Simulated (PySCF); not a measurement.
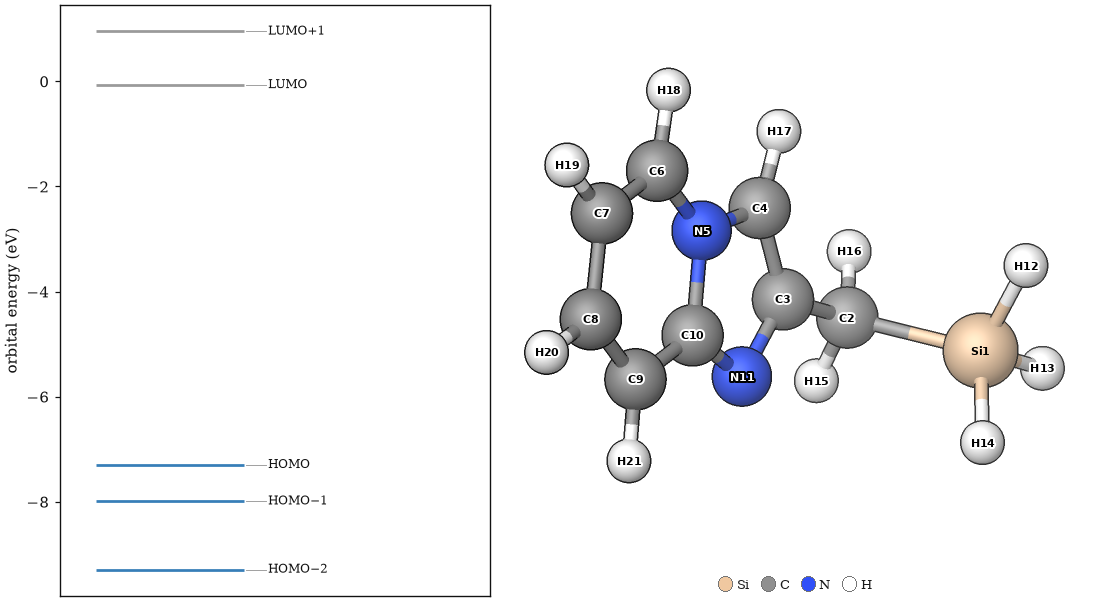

C₈H₁₀N₂Si, SMILES [SiH3]Cc1cn2ccccc2n1. Kohn-Sham orbital energies near the frontier, CAM-B3LYP/def2-SVPD in PySCF, at a PBE0-D3(BJ)/def2-SVP geometry (no frequency check), isolated molecule; empty levels in grey, levels within 0.03 eV side by side.

**Where do the frontier orbitals lie?**

HOMO at −7.30 eV, LUMO at −0.07 eV, 7.23 eV apart.

**List the levels with the atoms that carry most of them (a dash for levels above zero or within 0.03 eV of another, where shares mean little).**

| orbital | energy (eV) | Löwdin shares |
| --- | --- | --- |
| LUMO+1 | 0.95 | – |
| LUMO | −0.07 | C9 20 %, C6 18 %, C8 16 % |
| HOMO | −7.30 | C4 26 %, N11 12 %, C8 12 % |
| HOMO−1 | −7.99 | C7 16 %, C3 13 %, N11 12 % |
| HOMO−2 | −9.29 | N11 64 %, C3 10 %, C10 9 % |

Note: one conformer of a flexible molecule; empty levels above zero depend strongly on the basis.
